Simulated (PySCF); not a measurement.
# C₂H₃BrO, SMILES `CC(=O)Br`: electronic structure

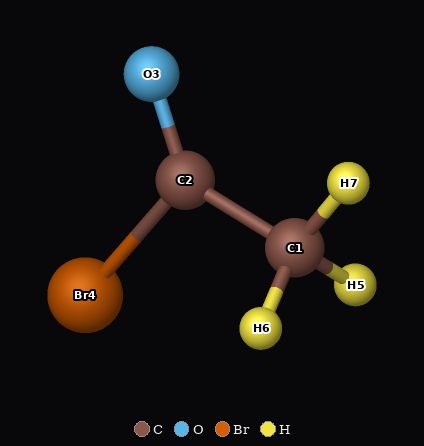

The molecule, with its atoms numbered as below. No frequency check shows the geometry to be a minimum.

Coordinates in Å:

```
C1       1.7283   -1.0576   -0.0003
C2       1.0079    0.2351   -0.0000
O3       1.4168    1.3395    0.0001
Br4     -0.9554   -0.0465   -0.0000
H5       1.4433   -1.6345   -0.8780
H6       1.4417   -1.6356    0.8787
H7       2.8025   -0.8829    0.0008
```

### 1. Excited states

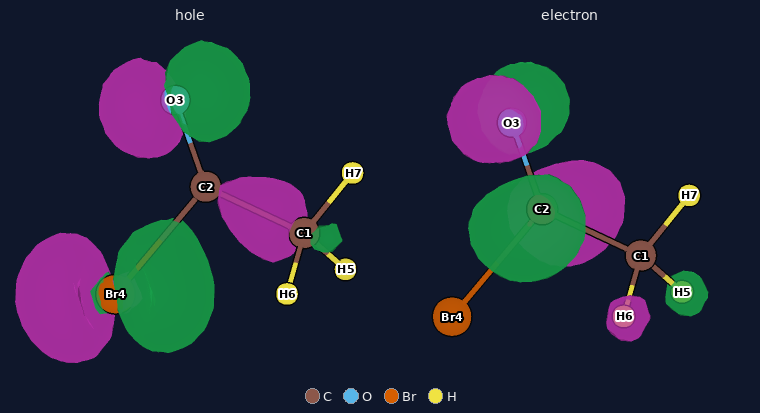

Leading natural transition orbital pair of S₂ (full linear response singlet states); the surfaces enclose about 70 % of each orbital's density.

Level of theory: PBE/def2-SVP (PySCF), at a geometry from GFN2-xTB. Without diffuse functions Rydberg states are missing, so the states' numbers hold for this basis only.

Question: Characterise the state.

Answer: 5.12 eV (242 nm), f = 0.000 (very weak), n → π*; the leading pair carries 100 %; hole on Br4 (46 %), O3 (35 %) and C2 (9 %), electron on C2 (43 %), O3 (33 %) and Br4 (10 %); their centroids lie 0.8 Å apart. In canonical orbitals it is mainly HOMO−2 → LUMO (98 %). The HOMO–LUMO gap is 4.51 eV.

### 2. Removing or adding an electron

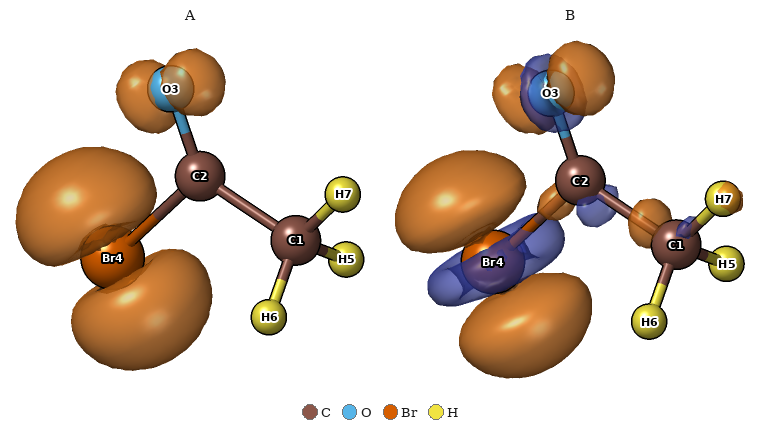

The Fukui function f⁻ from two separate SCF calculations and the density of the HOMO, at ±0.05 e/Å³ (orange positive, blue negative).

Computed with PySCF, M06-2X/def2-SVPD, geometry: GFN2-xTB.

Question: Which panel is which, and how good is the frozen-orbital picture?

Answer: B is f⁻ (it has negative regions), A the HOMO density. The HOMO lies on Br4 (82 %) and O3 (12 %); f⁻ (Hirshfeld-condensed) is largest on Br4 (0.65); the vertical ionisation energy is 10.88 eV. Relaxation shifts 18 % of the electron between atoms. The orbital energy is −9.55 eV.

### 3. Localised orbitals

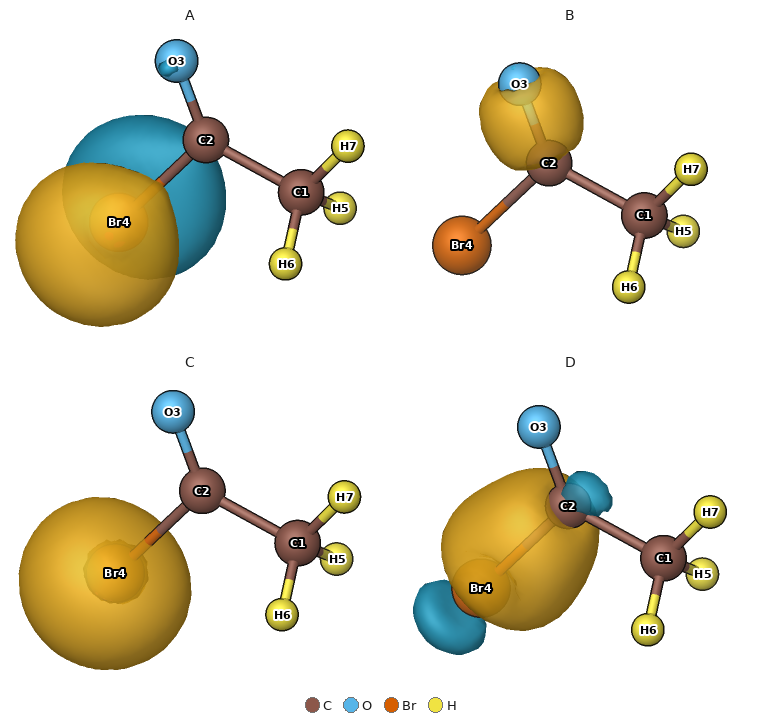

Intrinsic bond orbitals (IBO), occupied; each surface holds about 80 % of the orbital's density. Energies are diagonal elements of the Fock matrix.

Computed with PySCF, PBE0/cc-pVDZ, geometry: GFN2-xTB.

Question: What does each orbital represent in a Lewis picture?

Answer: By panel:
- A: lone pair on Br4 (p-type) (Br4 96 %, C2 3 %; −8.6 eV)
- B: σ bond O3–C2 (O3 61 %, C2 39 %; −27.9 eV)
- C: lone pair on Br4 (s-type) (Br4 100 %; −19.1 eV)
- D: σ bond Br4–C2 (Br4 58 %, C2 40 %; −14.6 eV)

Question: Which has the smallest and which the largest spatial spread?

Answer: Smallest: B (0.60 Å); largest: A (1.26 Å).
